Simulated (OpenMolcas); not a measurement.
**Energy and gradient calculation, with input and output: SnH$_{2}$O$_{2}$ (part 3 of 3)**

SnH$_{2}$O$_{2}$, SMILES [OH][Sn][OH]; SVWN5/def2-SVP, RKS (OpenMolcas 26.06). The geometry comes from this level: PBE0-D4/def2-TZVP.

**Log, continued**
```
        1 O1     1s         0.0000    0.0533   -0.0856   -0.0307   -0.0276   -0.0056   -0.0000   -0.0298   -0.0182    0.0000
        2 O1     1s         0.0000    0.0974   -0.1610   -0.0450   -0.0378   -0.0300   -0.0000   -0.1005   -0.0686    0.0001
        3 O1     1s         0.0000    0.3625   -0.5410   -0.3889   -0.3517    0.0682   -0.0001    0.0847    0.1897    0.0001
        4 O1     2px       -0.0667   -0.0793   -0.0160    0.2578    0.1844    0.0816    0.0032   -0.0057   -0.0813   -0.0550
        5 O1     2px       -0.0601   -0.0633   -0.0046    0.3793    0.2400    0.1888    0.0129    0.0201    0.0313   -0.0360
        6 O1     2py        0.1481   -0.1678    0.0507   -0.0591    0.0372    0.0254   -0.0070    0.0939    0.0686    0.1222
        7 O1     2py        0.1334   -0.1570    0.0570   -0.0194    0.0289    0.0043   -0.0287    0.0570    0.0743    0.0800
        8 O1     2pz        0.1566    0.1249   -0.0547    0.1658    0.0435    0.0108   -0.0074   -0.0912   -0.0995    0.1291
        9 O1     2pz        0.1410    0.1215   -0.0557    0.1801    0.0751    0.0765   -0.0303   -0.0452   -0.0570    0.0845
       10 O1     3d2-      -0.0040    0.0033   -0.0014    0.0014   -0.0062   -0.0023   -0.0039   -0.0043   -0.0067   -0.0064
       11 O1     3d1-      -0.0017   -0.0008    0.0033    0.0017    0.0000   -0.0079   -0.0007   -0.0116   -0.0035   -0.0008
       12 O1     3d0       -0.0032   -0.0025   -0.0012   -0.0001    0.0034    0.0011   -0.0075    0.0026   -0.0014   -0.0138
       13 O1     3d1+      -0.0034    0.0004    0.0034   -0.0031    0.0032    0.0059   -0.0008    0.0082    0.0171   -0.0004
       14 O1     3d2+       0.0018    0.0030    0.0045   -0.0015   -0.0017    0.0007   -0.0021   -0.0003    0.0123   -0.0048
       15 SN2    1s         0.0000   -0.0121   -0.1004    0.1847   -0.0649   -0.3075   -0.0000   -0.0249   -0.1055   -0.0000
       16 SN2    1s         0.0000   -0.0087   -0.0778    0.1344   -0.0464   -0.2106   -0.0000   -0.0159   -0.0712   -0.0000
       17 SN2    1s        -0.0000    0.0889    0.2202   -0.7698    0.3073    2.0584    0.0001    0.1914    0.6762    0.0001
       18 SN2    1s         0.0000   -0.1191    0.2714    0.1738   -0.1476   -2.4033   -0.0001   -0.2646   -0.7345   -0.0001
       19 SN2    2px       -0.0505   -0.1124   -0.0432   -0.0300   -0.0333    0.0081   -0.0666    0.1993   -0.0933    0.0009
       20 SN2    2px       -0.0467   -0.1032   -0.0397   -0.0284   -0.0304    0.0080   -0.0627    0.1856   -0.0873    0.0008
       21 SN2    2px        0.1661    0.3341    0.1286    0.1516    0.1221   -0.0351    0.4023   -1.2174    0.5823   -0.0056
       22 SN2    2px        0.1592    0.6943    0.3801   -0.0662    0.4366   -0.1139   -0.3792    1.2785   -0.6209    0.0079
       23 SN2    2py        0.1121    0.0141   -0.0757    0.0146   -0.0165    0.0463    0.1479   -0.0316   -0.1712   -0.0020
       24 SN2    2py        0.1038    0.0131   -0.0691    0.0123   -0.0153    0.0443    0.1392   -0.0296   -0.1595   -0.0018
       25 SN2    2py       -0.3688   -0.0484    0.2131   -0.0067    0.0784   -0.2244   -0.8933    0.2014    1.0464    0.0128
       26 SN2    2py       -0.3536   -0.0881    0.5950   -0.4835    0.0769   -0.2265    0.8421   -0.2422   -1.0707   -0.0181
       27 SN2    2pz        0.1185   -0.0612    0.0531   -0.0267    0.0014   -0.0404    0.1563    0.1148    0.1222   -0.0021
       28 SN2    2pz        0.1097   -0.0563    0.0485   -0.0238    0.0015   -0.0385    0.1472    0.1071    0.1137   -0.0019
       29 SN2    2pz       -0.3899    0.1881   -0.1467    0.0710   -0.0221    0.1974   -0.9445   -0.7091   -0.7417    0.0133
       30 SN2    2pz       -0.3738    0.3790   -0.4009    0.4290    0.1132    0.1657    0.8903    0.7738    0.7482   -0.0189
       31 SN2    3d2-      -0.0027    0.0919    0.0576   -0.0107    0.0509   -0.0290    0.0006   -0.0769   -0.0086   -0.2563
       32 SN2    3d2-       0.0044   -0.0709   -0.0450    0.0167   -0.0335    0.0326   -0.0020    0.2026    0.0137    0.6461
       33 SN2    3d1-      -0.0086    0.0510   -0.0842    0.0883    0.0123    0.0775    0.0065   -0.0008   -0.0119   -0.0914
       34 SN2    3d1-       0.0099   -0.0289    0.0836   -0.0913   -0.0106   -0.0962   -0.0135    0.0186    0.0496    0.2304
       35 SN2    3d0        0.0320   -0.0591   -0.0314    0.0048   -0.0394    0.0192   -0.0280    0.0494   -0.0267   -0.2815
       36 SN2    3d0       -0.0331    0.0454    0.0208   -0.0087    0.0365   -0.0223    0.0561   -0.1299    0.0574    0.7090
       37 SN2    3d1+      -0.0224   -0.0557    0.0169   -0.0413   -0.0065   -0.0358    0.0173    0.0234    0.0839   -0.1738
       38 SN2    3d1+       0.0254    0.0376   -0.0145    0.0413   -0.0187    0.0470   -0.0358   -0.0712   -0.1851    0.4384
       39 SN2    3d2+       0.0308    0.0429    0.0263   -0.0112    0.0440   -0.0268   -0.0250   -0.0410    0.0846    0.0443
       40 SN2    3d2+      -0.0338   -0.0339   -0.0127    0.0150   -0.0573    0.0332    0.0511    0.1056   -0.1789   -0.1123
       41 O3     1s         0.0000   -0.0594   -0.0751   -0.0212    0.0458   -0.0067   -0.0000    0.0012   -0.0276   -0.0000
       42 O3     1s         0.0000   -0.1124   -0.1466   -0.0291    0.0741   -0.0269   -0.0000    0.0266   -0.0914   -0.0000
       43 O3     1s         0.0000   -0.3325   -0.4640   -0.2626    0.5101    0.0254    0.0000   -0.2351    0.0452    0.0000
       44 O3     2px       -0.0690    0.0642    0.2064   -0.0905    0.0865    0.0266    0.0013   -0.1311    0.1773    0.0333
       45 O3     2px       -0.0618    0.0510    0.2132   -0.0881    0.0747   -0.0476    0.0117   -0.0672    0.1365    0.0243
       46 O3     2py        0.1531    0.0725   -0.0022   -0.1125    0.2432   -0.0546   -0.0029   -0.0568    0.0305   -0.0740
       47 O3     2py        0.1372    0.0611    0.0123   -0.1527    0.3209   -0.1425   -0.0260    0.0162    0.0219   -0.0541
       48 O3     2pz        0.1619   -0.0412    0.0899    0.0679   -0.1932    0.0629   -0.0031   -0.0022    0.0467   -0.0782
       49 O3     2pz        0.1451   -0.0360    0.0792    0.1069   -0.2717    0.1145   -0.0275   -0.0439    0.0374   -0.0572
       50 O3     3d2-      -0.0009    0.0012    0.0008   -0.0014   -0.0002    0.0099    0.0042   -0.0111    0.0106    0.0001
       51 O3     3d1-       0.0006   -0.0051    0.0033   -0.0008   -0.0032   -0.0049    0.0026    0.0053    0.0041   -0.0021
       52 O3     3d0       -0.0053    0.0014   -0.0001    0.0011    0.0002   -0.0049   -0.0004    0.0040   -0.0089    0.0097
       53 O3     3d1+       0.0020   -0.0026   -0.0030    0.0003    0.0018   -0.0034    0.0058    0.0076   -0.0007   -0.0057
       54 O3     3d2+      -0.0036   -0.0047   -0.0010   -0.0013    0.0002    0.0021   -0.0051    0.0019    0.0107    0.0084
       55 H4     1s        -0.0000   -0.0129    0.1253    0.1385    0.0904    0.0783   -0.0000    0.0088    0.1511   -0.0002
       56 H4     1s        -0.0000   -0.1438    0.3724    1.0729    0.8591    0.5573    0.0002    0.5321   -0.0053    0.0001
       57 H4     2px       -0.0030    0.0069   -0.0065   -0.0076   -0.0068   -0.0024   -0.0039   -0.0021   -0.0013   -0.0020
       58 H4     2py        0.0066   -0.0005    0.0036   -0.0106    0.0059    0.0077    0.0086    0.0145    0.0177    0.0045
       59 H4     2pz        0.0070    0.0034   -0.0061    0.0068   -0.0085   -0.0083    0.0091   -0.0146   -0.0172    0.0048
       60 H5     1s        -0.0000    0.1008    0.0444    0.0935   -0.1577    0.0832    0.0000   -0.0443   -0.0892    0.0001
       61 H5     1s        -0.0000    0.1127    0.1757    0.6657   -1.2209    0.6729   -0.0000    0.0405    0.6364    0.0001
       62 H5     2px       -0.0032    0.0075    0.0048   -0.0088   -0.0001    0.0133   -0.0031   -0.0159    0.0095    0.0063
       63 H5     2py        0.0072    0.0032    0.0097   -0.0008   -0.0092    0.0042    0.0070   -0.0037   -0.0005   -0.0140
       64 H5     2pz        0.0076    0.0002   -0.0071   -0.0030    0.0087    0.0017    0.0074   -0.0032    0.0045   -0.0149

          Orbital           31        32
          Energy            0.3424    0.3521
          Occ. No.          0.0000    0.0000

        1 O1     1s         0.0000    0.0218
        2 O1     1s         0.0000    0.0625
        3 O1     1s         0.0000    0.0320
        4 O1     2px       -0.0378    0.0275
        5 O1     2px       -0.0222    0.0069
        6 O1     2py        0.0839    0.1148
        7 O1     2py        0.0493    0.0976
        8 O1     2pz        0.0885   -0.0971
        9 O1     2pz        0.0520   -0.0895
       10 O1     3d2-      -0.0086   -0.0054
       11 O1     3d1-      -0.0036   -0.0104
       12 O1     3d0       -0.0070    0.0119
       13 O1     3d1+      -0.0072   -0.0120
       14 O1     3d2+       0.0035   -0.0244
       15 SN2    1s        -0.0000   -0.0369
       16 SN2    1s        -0.0000   -0.0241
       17 SN2    1s         0.0002    0.2111
       18 SN2    1s        -0.0002   -0.1775
       19 SN2    2px        0.0035   -0.0328
       20 SN2    2px        0.0034   -0.0299
       21 SN2    2px       -0.0291    0.1978
       22 SN2    2px        0.0566   -0.1893
       23 SN2    2py       -0.0078   -0.0534
       24 SN2    2py       -0.0075   -0.0495
       25 SN2    2py        0.0651    0.3469
       26 SN2    2py       -0.1261   -0.3440
       27 SN2    2pz       -0.0081    0.0366
       28 SN2    2pz       -0.0079    0.0341
       29 SN2    2pz        0.0684   -0.2439
       30 SN2    2pz       -0.1329    0.2449
       31 SN2    3d2-       0.0502    0.1130
       32 SN2    3d2-      -0.1284   -0.2866
       33 SN2    3d1-       0.0829   -0.1493
       34 SN2    3d1-      -0.2099    0.3549
       35 SN2    3d0       -0.2411    0.0503
       36 SN2    3d0        0.6076   -0.1244
       37 SN2    3d1+       0.2089   -0.2343
       38 SN2    3d1+      -0.5288    0.6003
       39 SN2    3d2+      -0.2669   -0.2539
       40 SN2    3d2+       0.6746    0.6383
       41 O3     1s        -0.0000   -0.0326
       42 O3     1s        -0.0001   -0.0858
       43 O3     1s        -0.0000   -0.0641
       44 O3     2px       -0.0590   -0.0405
       45 O3     2px       -0.0400   -0.0014
       46 O3     2py        0.1311    0.0444
       47 O3     2py        0.0888    0.0295
       48 O3     2pz        0.1386   -0.0594
       49 O3     2pz        0.0939   -0.0285
       50 O3     3d2-       0.0070    0.0079
       51 O3     3d1-       0.0042   -0.0225
       52 O3     3d0       -0.0002    0.0030
       53 O3     3d1+       0.0094   -0.0086
       54 O3     3d2+      -0.0081   -0.0150
       55 H4     1s        -0.0003   -0.3013
       56 H4     1s         0.0002    0.1542
       57 H4     2px       -0.0065    0.0296
       58 H4     2py        0.0145   -0.0112
       59 H4     2pz        0.0154    0.0232
       60 H5     1s         0.0001    0.2729
       61 H5     1s         0.0001    0.0617
       62 H5     2px       -0.0000    0.0379
       63 H5     2py        0.0001    0.0215
       64 H5     2pz        0.0001   -0.0041
--

++    Molecular charges:
      ------------------

      Mulliken charges per centre and basis function type
      ---------------------------------------------------

                O1      SN2     O3      H4      H5
      1s       3.7603  3.8921  3.7589  0.7424  0.7375
      2px      1.3199  2.4296  1.6483  0.0295  0.0176
      2pz      1.6514  2.4685  1.5515  0.0185  0.0245
      2py      1.7129  2.5260  1.4672  0.0190  0.0239
      3d2+     0.0025  2.0427  0.0015  0.0000  0.0000
      3d1+     0.0007  2.0400  0.0010  0.0000  0.0000
      3d0      0.0013  2.0349  0.0010  0.0000  0.0000
      3d1-     0.0010  2.0294  0.0027  0.0000  0.0000
      3d2-     0.0013  2.0394  0.0011  0.0000  0.0000
      Total    8.4514 21.5026  8.4331  0.8095  0.8035

      N-E     -0.4514  0.4974 -0.4331  0.1905  0.1965

      Total electronic charge=   40.000000

      Total            charge=   -0.000000
--

++    Molecular properties:
      ---------------------

      Charge (e):
                      =   -0.0000
      Dipole Moment (debye):
      Origin of the operator (angstrom)=   -0.0622   -0.7121    0.6206
                   X= -2.1143E+00               Y= -6.5042E-01               Z= -2.8612E-01           Total=  2.2305E+00
      Quadrupole Moment (debye*angstrom):
      Origin of the operator (angstrom)=   -0.0622   -0.7121    0.6206
                  XX= -3.4592E+01              XY=  2.0505E-01              XZ= -4.4164E-01              YY= -3.4779E+01
                  YZ=  8.1802E-01              ZZ= -3.4966E+01
      In traceless form (debye*angstrom)
                  XX=  2.8063E-01              XY=  3.0757E-01              XZ= -6.6246E-01              YY=  2.7667E-04
                  YZ=  1.2270E+00              ZZ= -2.8091E-01
--

--- Stop Module: scf /rc=_RC_ALL_IS_WELL_ ---
--- Module scf spent 8 seconds ---

--- Start Module: alaska ---

                                              &ALASKA

                       available to each process: 1.9 GB of memory, 1 thread

                     Threshold for contributions to the gradient: 1.000E-07

                    ********************************************
                    * Symmetry Adapted Cartesian Displacements *
                    ********************************************

           Irreducible representation : a
           Basis function(s) of irrep: x, y, xy, Rz, z, xz, Ry, yz, Rx, I

 Basis Label        Type   Center Phase
   1   O1           x         1     1
   2   O1           y         1     1
   3   O1           z         1     1
   4   SN2          x         2     1
   5   SN2          y         2     1
   6   SN2          z         2     1
   7   O3           x         3     1
   8   O3           y         3     1
   9   O3           z         3     1
  10   H4           x         4     1
  11   H4           y         4     1
  12   H4           z         4     1
  13   H5           x         5     1
  14   H5           y         5     1
  15   H5           z         5     1

                     No automatic utilization of translational and rotational invariance of the energy is employed.

 DFT contribution computed for a moving grid.

 Conventional ERI gradients!

 **************************************************
 *              Molecular gradients               *
 **************************************************

  Irreducible representation: a
 ------------------------------------------------------------------------------------------
                              X                       Y                       Z
 ------------------------------------------------------------------------------------------
  O1               -1.46443007842882E-02   -7.14623545673909E-03    5.17767404696556E-04
  SN2               4.66579718699922E-03    6.86084420049049E-03   -4.49978498904891E-03
  O3               -7.38397591943496E-03    8.44651387444850E-03   -1.11366502119341E-02
  H4                1.53800840949687E-02    3.62998105845602E-03    3.12169624884251E-03
  H5                1.98239542173684E-03   -1.17911036767193E-02    1.19969715474837E-02
 ------------------------------------------------------------------------------------------

--- Stop Module: alaska /rc=_RC_ALL_IS_WELL_ ---
--- Module alaska spent 2 seconds ---

.##################.
.# Happy landing! #.
.##################.

    Timing: Wall=12.59 User=10.77 System=1.78
```

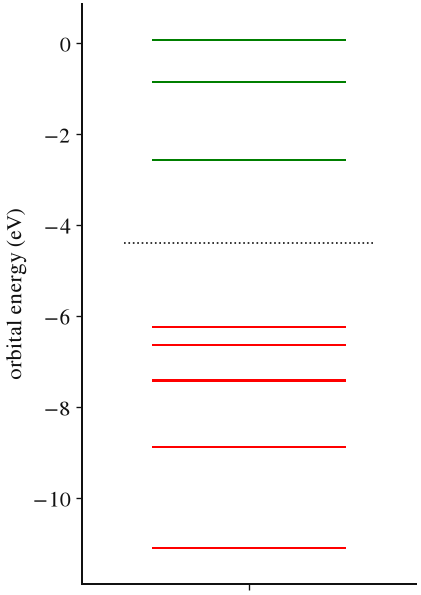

**Figure 1.** Orbital energies near the frontier; the dotted line parts filled from empty levels, and levels within 0.02 eV of each other stand side by side. Highest filled −6.24 eV, lowest empty −2.55 eV, 3.69 eV apart.

The run was set up as follows.

**Input**
```
>>> EXPORT MOLCAS_PRINT=2

&GATEWAY
  BASLIB=$CurrDir
  COORD
  5
  bohr
  O     -1.86005742     0.33599330    -1.15991390
  Sn    -0.29045091    -1.78371249     1.51348165
  O      2.95137426     0.00548021     1.20205479
  H     -3.59274731    -0.01058247    -1.57111830
  H      2.88598974     1.31354863    -0.06292788
  BASIS=def2-SVP
  GROUP=NoSym

&SEWARD
  GRIDINPUT
  Grid=UltraFine
  End of Grid

&SCF
  KSDFT=SVWN5
  THRESHOLDS=1e-10 1e-07 1e-07 1e-05
  PRORBITALS=1

&ALASKA
```

Launched with:
```bash
export MOLCAS_MEM=1860
pymolcas mol.input > mol.log
```

**Key numbers**

- outcome: converged
- total energy: −364.465164 hartree
- basis functions: 64
- largest force: 0.871 eV/Å
- HOMO: −6.24 eV
- LUMO: −2.55 eV
- dipole moment: 2.23 debye
- hardware: 1 thread of Arm Neoverse V1, 112 GiB of memory available, shared host
- wall time: 13 s
- peak memory: 0.4 GiB
